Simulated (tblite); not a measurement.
C6H12SSi: geometry relaxation

The run: geometry relaxation of C6H12SSi. Method and program: GFN2-xTB geometry optimisation, gas phase (tblite 0.8.0).

It belongs to a series of runs on one base structure; here: terminal C group replaced by H.

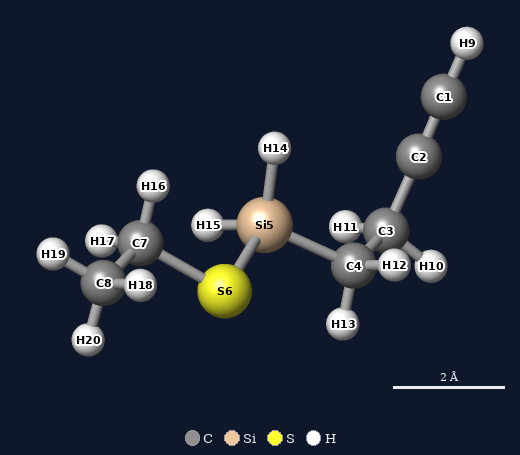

*The input geometry (ball-and-stick view, seen at a tilt; atoms are numbered from 1 in the order of the input).*

## Summary

```tsv
quantity	value
outcome	converged
total energy	−650.0200 eV
hardware	1 CPU thread, shared host
wall time	1.1 s
peak memory	0.18 GiB
```

## The input
```
{"job": {"kind": "relax", "xc": "GFN2-xTB", "basis": "xTB"}, "charge": 0, "multiplicity": 1}
C     -3.914300     1.951500    -0.309200
C     -3.558500     0.820500    -0.220800
C     -3.094300    -0.584000    -0.087500
C     -1.685900    -0.777400    -0.634700
Si    -0.304000    -0.085200     0.418800
S      1.574800    -0.674600    -0.448800
C      2.796000     0.113000     0.647800
C      4.209300    -0.206900     0.185500
H     -4.246700     2.961300    -0.395200
H     -3.792700    -1.216000    -0.662800
H     -3.180800    -0.909500     0.951600
H     -1.615100    -0.381700    -1.640900
H     -1.520000    -1.863900    -0.702300
H     -0.331600     1.398000     0.457000
H     -0.361300    -0.612700     1.795500
H      2.643900     1.195900     0.662400
H      2.658500    -0.252800     1.677500
H      4.383300     0.157900    -0.831800
H      4.933600     0.265400     0.850700
H      4.400600    -1.288200     0.200300
```

The first line tells a small driver script what to run in tblite; the rest is the geometry in Å.

Launched with:
```bash
OMP_NUM_THREADS=1 python <driver script> task.json out
```

## The program's output
```
step      E/eV     max force
  0    -649.91100    1.997
  1    -649.88254    4.500
  2    -649.97121    0.346
  3    -649.97808    0.261
  4    -649.98537    0.304
  5    -649.98960    0.182
  6    -649.99265    0.114
  7    -649.99407    0.100
  8    -649.99536    0.104
  9    -649.99689    0.102
 10    -649.99849    0.104
 11    -649.99993    0.106
 12    -650.00133    0.080
 13    -650.00279    0.105
 14    -650.00412    0.086
 15    -650.00513    0.072
 16    -650.00597    0.070
 17    -650.00687    0.067
 18    -650.00778    0.082
 19    -650.00844    0.066
 20    -650.00886    0.045
 21    -650.00926    0.047
 22    -650.00972    0.056
 23    -650.01018    0.053
 24    -650.01050    0.053
 25    -650.01075    0.046
 26    -650.01100    0.051
 27    -650.01128    0.044
 28    -650.01152    0.038
 29    -650.01172    0.031
 30    -650.01193    0.033
 31    -650.01220    0.039
 32    -650.01252    0.042
 33    -650.01283    0.046
 34    -650.01306    0.036
 35    -650.01326    0.041
 36    -650.01348    0.037
 37    -650.01376    0.036
 38    -650.01407    0.043
 39    -650.01438    0.041
 40    -650.01464    0.040
 41    -650.01489    0.039
 42    -650.01517    0.038
 43    -650.01547    0.037
 44    -650.01575    0.039
 45    -650.01599    0.032
 46    -650.01624    0.047
 47    -650.01655    0.055
 48    -650.01689    0.047
 49    -650.01717    0.042
 50    -650.01736    0.030
 51    -650.01752    0.039
 52    -650.01770    0.034
 53    -650.01787    0.036
 54    -650.01801    0.031
 55    -650.01814    0.041
 56    -650.01829    0.047
 57    -650.01846    0.037
 58    -650.01862    0.030
 59    -650.01874    0.022
 60    -650.01888    0.041
 61    -650.01906    0.051
 62    -650.01926    0.044
 63    -650.01941    0.023
 64    -650.01949    0.015
 65    -650.01955    0.015
 66    -650.01960    0.017
 67    -650.01965    0.020
 68    -650.01970    0.017
 69    -650.01973    0.014
 70    -650.01975    0.011
 71    -650.01977    0.015
 72    -650.01980    0.017
 73    -650.01983    0.016
 74    -650.01986    0.016
 75    -650.01990    0.014
 76    -650.01995    0.027
 77    -650.01999    0.015
 78    -650.02002    0.019
 79    -650.02004    0.008
```

## Trajectory as extended XYZ (Å, eV, eV/Å), 5 of the 80 frames kept, from step=0 to step=79
```
20
Properties=species:S:1:pos:R:3:forces:R:3 step=0 energy=-649.91100
C    -3.9143    1.9515   -0.3092   -0.4240   1.3200  -0.1150
C    -3.5585    0.8205   -0.2208    0.6830  -1.8400   0.3680
C    -3.0943   -0.5840   -0.0875   -0.7250   0.8640  -0.4030
C    -1.6859   -0.7774   -0.6347   -0.0090  -0.7350   0.0390
Si   -0.3040   -0.0852    0.4188    0.3160   0.7300   0.5610
S     1.5748   -0.6746   -0.4488   -0.1670  -0.0710  -0.0920
C     2.7960    0.1130    0.6478    0.3410   0.0900   0.5450
C     4.2093   -0.2069    0.1855    0.2010  -0.1950  -0.1400
H    -4.2467    2.9613   -0.3952    0.1980  -0.6030   0.0250
H    -3.7927   -1.2160   -0.6628    0.1090   0.2020   0.0410
H    -3.1808   -0.9095    0.9516    0.1510   0.1950   0.0410
H    -1.6151   -0.3817   -1.6409   -0.0910   0.0450  -0.2200
H    -1.5200   -1.8639   -0.7023   -0.0250   0.1760  -0.1510
H    -0.3316    1.3980    0.4570    0.0330  -0.3520   0.0210
H    -0.3613   -0.6127    1.7955    0.0400   0.0520  -0.1610
H     2.6439    1.1959    0.6624   -0.1300  -0.1060  -0.1630
H     2.6585   -0.2528    1.6775   -0.1230  -0.0170  -0.3310
H     4.3833    0.1579   -0.8318   -0.1080  -0.0910   0.2150
H     4.9336    0.2654    0.8507   -0.0860   0.0210  -0.0370
H     4.4006   -1.2882    0.2003   -0.1840   0.3150  -0.0420
20
Properties=species:S:1:pos:R:3:forces:R:3 step=20 energy=-650.00886
C    -3.8599    1.9333   -0.3022    0.0060  -0.0060   0.0100
C    -3.4735    0.8074   -0.1787   -0.0070  -0.0240  -0.0270
C    -3.0592   -0.5776   -0.0903    0.0120   0.0070  -0.0020
C    -1.6520   -0.8057   -0.6495   -0.0020   0.0020   0.0190
Si   -0.2959   -0.0480    0.4339   -0.0240   0.0040  -0.0030
S     1.5461   -0.6794   -0.4657   -0.0370   0.0150   0.0160
C     2.7601    0.1125    0.6553   -0.0130  -0.0060  -0.0110
C     4.1678   -0.2059    0.1908   -0.0070   0.0010   0.0000
H    -4.2037    2.9203   -0.3949    0.0430   0.0000   0.0140
H    -3.7842   -1.1764   -0.6542    0.0260  -0.0020   0.0210
H    -3.1014   -0.8935    0.9562   -0.0040  -0.0050  -0.0140
H    -1.5981   -0.3991   -1.6618   -0.0020  -0.0080   0.0270
H    -1.4815   -1.8817   -0.7372   -0.0100   0.0230  -0.0010
H    -0.3302    1.4122    0.4863    0.0120   0.0040  -0.0320
H    -0.3374   -0.5683    1.8052    0.0090  -0.0170  -0.0260
H     2.5734    1.1863    0.6377   -0.0050  -0.0130   0.0010
H     2.5816   -0.2683    1.6611   -0.0100   0.0020  -0.0210
H     4.3193    0.1548   -0.8238    0.0030   0.0240   0.0150
H     4.8911    0.2686    0.8510    0.0150  -0.0100  -0.0130
H     4.3324   -1.2807    0.1937   -0.0040   0.0080   0.0280
20
Properties=species:S:1:pos:R:3:forces:R:3 step=40 energy=-650.01464
C    -3.7745    1.9340   -0.2784   -0.0060  -0.0030   0.0110
C    -3.4612    0.7843   -0.1730    0.0130   0.0050   0.0100
C    -3.0634   -0.6038   -0.0831    0.0180  -0.0020  -0.0060
C    -1.6596   -0.8199   -0.6520    0.0130  -0.0160   0.0000
Si   -0.3029   -0.0349    0.4083   -0.0110   0.0030  -0.0060
S     1.5318   -0.6669   -0.4996   -0.0080   0.0010   0.0010
C     2.7281    0.1170    0.6437   -0.0290   0.0030   0.0060
C     4.1431   -0.1948    0.2023    0.0030   0.0110   0.0150
H    -4.0642    2.9385   -0.3567    0.0000   0.0220  -0.0050
H    -3.7870   -1.2090   -0.6401   -0.0060   0.0170   0.0090
H    -3.0988   -0.9133    0.9651   -0.0010  -0.0210  -0.0010
H    -1.6234   -0.4151   -1.6654    0.0110  -0.0140   0.0060
H    -1.4720   -1.8929   -0.7382   -0.0200   0.0120   0.0040
H    -0.3249    1.4261    0.4400   -0.0180  -0.0030  -0.0210
H    -0.3194   -0.5426    1.7840   -0.0070  -0.0110  -0.0090
H     2.5394    1.1899    0.6331   -0.0060   0.0100  -0.0060
H     2.5310   -0.2719    1.6423    0.0010  -0.0030   0.0040
H     4.3093    0.1768   -0.8056    0.0120  -0.0300  -0.0040
H     4.8543    0.2785    0.8748    0.0300   0.0120   0.0230
H     4.3091   -1.2691    0.2115    0.0100   0.0090  -0.0310
20
Properties=species:S:1:pos:R:3:forces:R:3 step=59 energy=-650.01874
C    -3.6867    1.9500   -0.2306   -0.0100   0.0040   0.0070
C    -3.4133    0.7892   -0.1362   -0.0090  -0.0110   0.0080
C    -3.0659   -0.6144   -0.0750    0.0010  -0.0020  -0.0140
C    -1.6763   -0.8640   -0.6636    0.0080  -0.0020  -0.0010
Si   -0.3145   -0.0446    0.3604    0.0130   0.0020   0.0010
S     1.5365   -0.6555   -0.5286   -0.0070  -0.0130  -0.0160
C     2.7110    0.1310    0.6361   -0.0160  -0.0010  -0.0010
C     4.1372   -0.1732    0.2246   -0.0100  -0.0010  -0.0010
H    -3.9387    2.9657   -0.2998    0.0030   0.0050   0.0060
H    -3.8167   -1.1800   -0.6367   -0.0110  -0.0030  -0.0020
H    -3.1020   -0.9494    0.9657    0.0060   0.0180  -0.0100
H    -1.6536   -0.4855   -1.6869    0.0120  -0.0130  -0.0050
H    -1.4995   -1.9395   -0.7230   -0.0190  -0.0070   0.0030
H    -0.3778    1.4152    0.3451    0.0110   0.0010   0.0090
H    -0.3219   -0.5268    1.7452    0.0040   0.0050  -0.0020
H     2.5184    1.2032    0.6218   -0.0100   0.0050   0.0120
H     2.4968   -0.2633    1.6288   -0.0030   0.0170   0.0140
H     4.3257    0.2042   -0.7772    0.0150   0.0010   0.0030
H     4.8315    0.2958    0.9192    0.0050  -0.0070  -0.0120
H     4.3047   -1.2472    0.2238    0.0150   0.0020   0.0010
20
Properties=species:S:1:pos:R:3:forces:R:3 step=79 energy=-650.02004
C    -3.6716    1.9619   -0.2043    0.0050  -0.0010   0.0020
C    -3.4002    0.7986   -0.1359   -0.0010   0.0050  -0.0010
C    -3.0675   -0.6089   -0.0852   -0.0010  -0.0010   0.0010
C    -1.6797   -0.8831   -0.6672    0.0020   0.0010   0.0020
Si   -0.3114   -0.0561    0.3432    0.0060  -0.0020   0.0010
S     1.5418   -0.6727   -0.5377   -0.0040   0.0000   0.0030
C     2.7012    0.1340    0.6287    0.0050   0.0020   0.0030
C     4.1339   -0.1623    0.2324   -0.0010   0.0010   0.0000
H    -3.9139    2.9811   -0.2549   -0.0010  -0.0010   0.0000
H    -3.8262   -1.1636   -0.6476   -0.0020  -0.0010  -0.0010
H    -3.1080   -0.9436    0.9553   -0.0030  -0.0010   0.0000
H    -1.6493   -0.5343   -1.7008    0.0040   0.0070   0.0020
H    -1.5172   -1.9622   -0.6972   -0.0040  -0.0070  -0.0020
H    -0.3646    1.4043    0.3208   -0.0010  -0.0040   0.0000
H    -0.3164   -0.5269    1.7323    0.0000   0.0040  -0.0030
H     2.4996    1.2047    0.6057   -0.0030   0.0010  -0.0070
H     2.4824   -0.2503    1.6246   -0.0010  -0.0020   0.0020
H     4.3348    0.2177   -0.7661   -0.0030   0.0000   0.0030
H     4.8189    0.3080    0.9353   -0.0020  -0.0020  -0.0050
H     4.3082   -1.2354    0.2318    0.0030   0.0030   0.0030
```

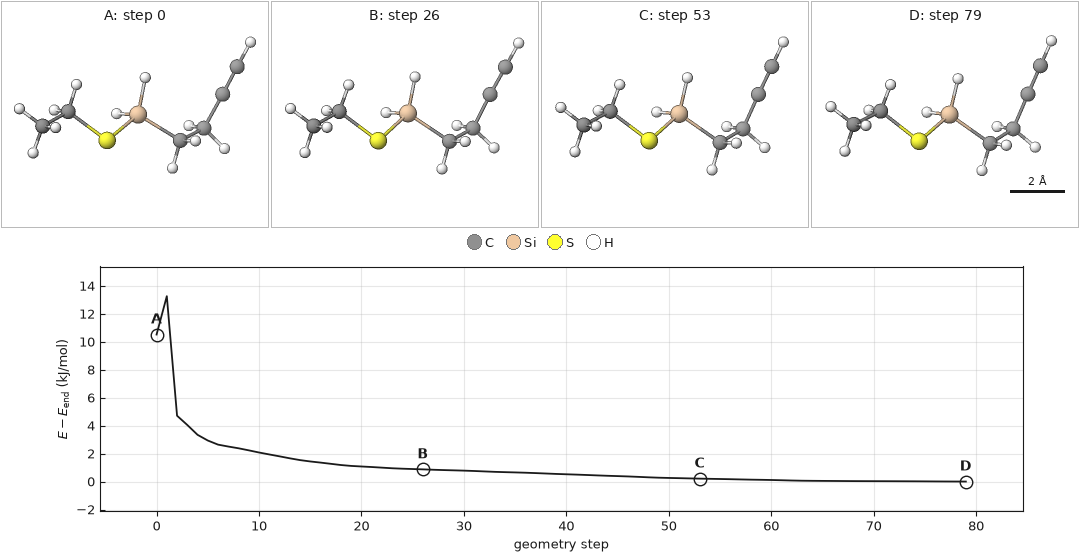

*Frames of the relaxation (ball-and-stick view, seen at a tilt) above the curves, on which the letters mark them (steps are counted from 0).*

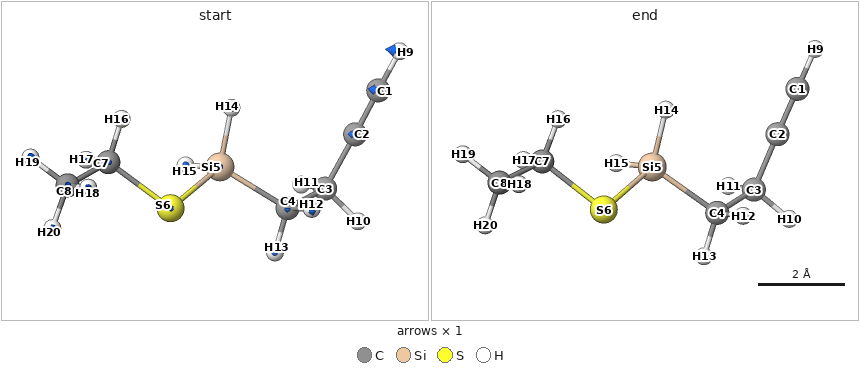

*Before (left) and after (right) the relaxation, at one scale (ball-and-stick view, seen at a tilt). The blue arrows give the displacements, at true length.*

After 79 geometry steps the energy has fallen by 10.5 kJ/mol. Largest force component: 1.8 eV/Å at the start, 0.007 eV/Å at the end. The largest move after the best rigid fit is that of H9, 0.36 Å. Largest moves by element: H 0.36 Å, C 0.26 Å, S 0.09 Å, Si 0.08 Å. Among the contacts that change: C2–C3 1.485 → 1.447 Å, Si5–H14 1.484 → 1.462 Å, C4–Si5 1.870 → 1.891 Å, C1–H9 1.067 → 1.049 Å. Among the angles that change: Si5–S6–C7 103.0° → 99.1°, C3–C4–Si5 115.7° → 112.0°, Si5–C4–H13 106.8° → 109.8°. (Atoms are counted from 1 in the order of the input.)
